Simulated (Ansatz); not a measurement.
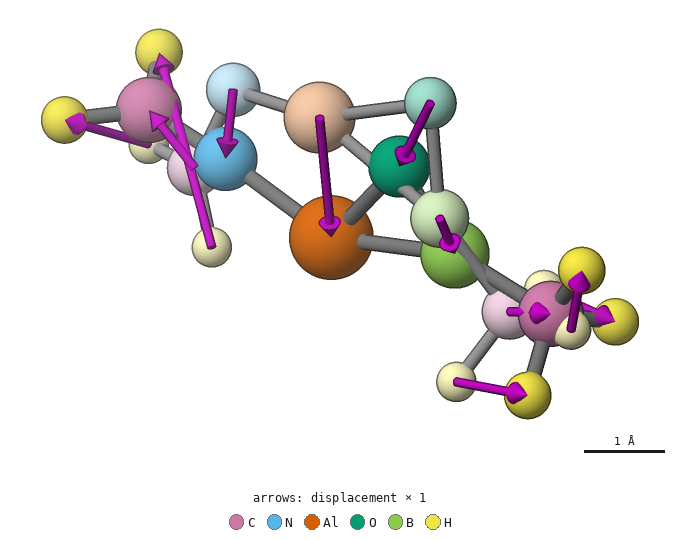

This is a relaxation of C$_{2}$H$_{5}$AlBNO (coarse preliminary run). The starting structure is drawn faded, the final one solid; purple arrows show the displacements, at their true length. The two geometries are superimposed by the best rigid fit.

A ball-and-stick model, seen from a free direction.

The start comes from a force field.

Level of theory: Ansatz 0.2.0, RKS PBE-D4/def2-SVP.

Input file:
```yaml
crystal:
  periodic: [false, false, false]
  atoms:
    - {symbol: C, position_ang: [-2.457000, -0.195700, 1.314200]}
    - {symbol: N, position_ang: [-1.829700, 0.919800, 1.483400]}
    - {symbol: Al, position_ang: [0.011900, 1.010200, 1.130600]}
    - {symbol: O, position_ang: [1.629400, 1.688900, 0.535100]}
    - {symbol: B, position_ang: [1.542400, 0.341900, -0.166400]}
    - {symbol: C, position_ang: [1.657600, -0.498400, -1.473000]}
    - {symbol: H, position_ang: [-2.008500, -1.059900, 0.946900]}
    - {symbol: H, position_ang: [-3.531200, -0.136300, 1.502700]}
    - {symbol: H, position_ang: [1.441800, -1.559400, -1.197500]}
    - {symbol: H, position_ang: [2.688400, -0.427300, -1.855000]}
    - {symbol: H, position_ang: [0.920300, -0.140700, -2.200400]}
basis:
  gaussian: {orbitals: def2-SVP}
hamiltonian: {xc: pbe, dispersion: d4}
relax: {f_tol: 0.03, max_steps: 200}
```

Command:
```bash
ansatz run in.yaml --threads 4 --pin off --events-out ev --progress --plain --max-ram 10444MiB
```

**Which element moves most?**

Hydrogen: up to 2.80 Å, against 1.92 Å for aluminium.

**What did the optimiser do to the structure, and how much energy did it gain?**

The largest move after the best rigid fit is that of H7, 2.80 Å. By element the largest moves are H 2.80 Å, Al 1.92 Å, O 1.26 Å, C 0.94 Å, N 0.92 Å, B 0.74 Å. Among the contacts that change: O4–B5 1.521 → 1.309 Å, N2–Al3 1.877 → 1.765 Å, Al3–O4 1.852 → 1.935 Å, C1–H7 1.041 → 1.122 Å. Bond angles that change, for instance: C1–N2–Al3 119.6° → 174.0°, N2–Al3–O4 159.2° → 109.6°, Al3–B5–C6 137.6° → 153.2°. After 28 accepted moves (34 points after the start) the energy has fallen by 2.318 eV. The largest force component goes from 3.8 to 0.028 eV/Å. The line search rejected the trial steps at points 11, 18, 20, 27, 29, 33 of the run. The forces were under the threshold at step 30, but the run went on from there. Cost: 49 s on 4 threads of Arm Neoverse V2, with other jobs on the host.
